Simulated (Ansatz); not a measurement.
Input

```
crystal:
  periodic: [false, false, false]
  atoms:
    - {symbol: C, position_ang: [-1.804515, -0.762724, 1.946308]}
    - {symbol: C, position_ang: [-0.517149, -0.963166, 2.458540]}
    - {symbol: C, position_ang: [0.624001, -1.108560, 1.660751]}
    - {symbol: Cl, position_ang: [-1.107481, -0.735741, -2.835059]}
    - {symbol: O, position_ang: [-2.142714, -0.681554, 0.731318]}
    - {symbol: O, position_ang: [0.685942, -1.084480, 0.398703]}
    - {symbol: Zn, position_ang: [-0.872555, -0.827301, -0.728594]}
    - {symbol: H, position_ang: [-2.629362, -0.662303, 2.677944]}
    - {symbol: H, position_ang: [-0.396331, -1.009055, 3.541376]}
    - {symbol: H, position_ang: [1.588482, -1.262816, 2.182014]}
basis:
  gaussian:
    orbitals: def2-SVPD
hamiltonian:
  xc: pbe0
output:
  forces: true
  orbitals: {seedname: orbitals}
```

Run with:

```sh
ansatz run input.yaml --threads 2 --pin off --max-ram 6090MiB --events-out events.jsonl --progress --plain --runs-dir runs
```

Geometry: PBE0-D4/def2-SVP.

These are results of isolated molecule in a Gaussian basis; Kohn-Sham density functional theory, functional PBE0 in Ansatz 0.2.0, not measurements.

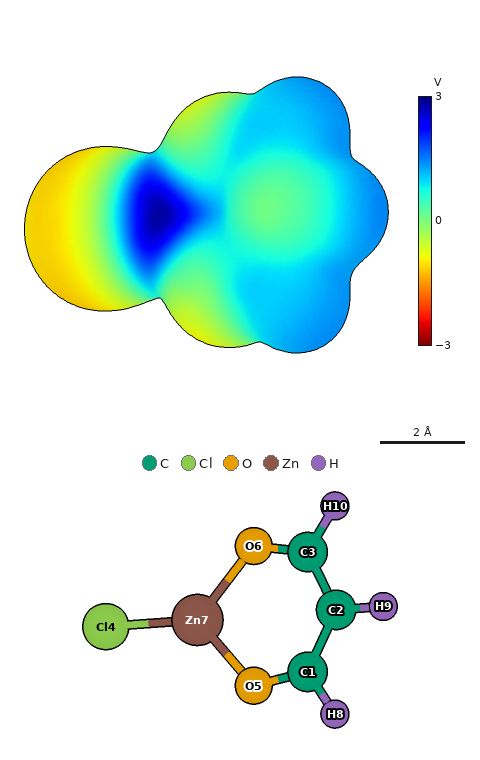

C3H3ClO2Zn (SMILES [Cl][Zn-]1[O]C=CC=[O+]1). The electrostatic potential painted on the density surface at 0.002 e/bohr³, seen at a tilt; red is negative and blue positive. The bare structure is drawn below in the same view.

Question: Where is the surface potential most negative and most positive?

Answer: The most negative region (about −1.2 V) lies over Cl4, the most positive (about +2.8 V) over Zn7.
